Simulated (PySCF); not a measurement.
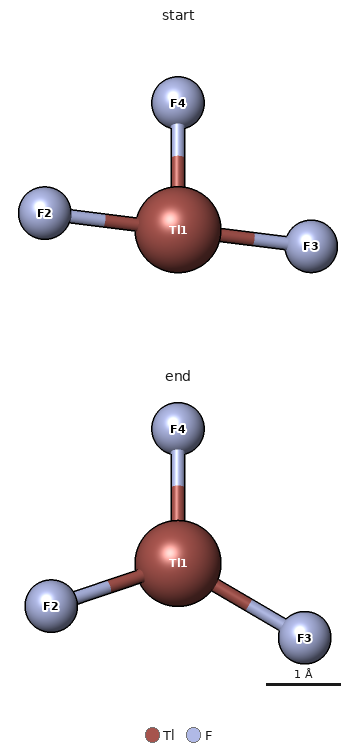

The structure of TlF₃ before (top) and after (bottom) a relaxation, at one scale.

The picture is a ball-and-stick view, seen at a tilt.

The calculation used PySCF 2.14.0, RKS PBE0, Tl def2-SVP with ECP60, F def2-SVP; non-relativistic Hamiltonian with scalar-relativistic core potentials; density fitting. Settings: symmetry kept (C2v).

Question: Summarise the run.

Answer: The energy falls by 26.3 kcal/mol in 9 geometry steps. Largest force component: 4.4 eV/Å at the start, 0.0002 eV/Å at the end. The largest move after the best rigid fit is that of F4, 0.53 Å. Largest moves by element: F 0.53 Å, Tl 0.41 Å. Some distances before and after: Tl1–F4 1.901 → 2.018 Å, Tl1–F2 1.901 → 2.009 Å. Among the angles between lasting bonds that change: F2–Tl1–F3 180.0° → 128.2°, F2–Tl1–F4 90.0° → 115.9°. The run took 11 s on 2 threads of Arm Neoverse V2, on a shared host, peak memory 0.45 GiB.
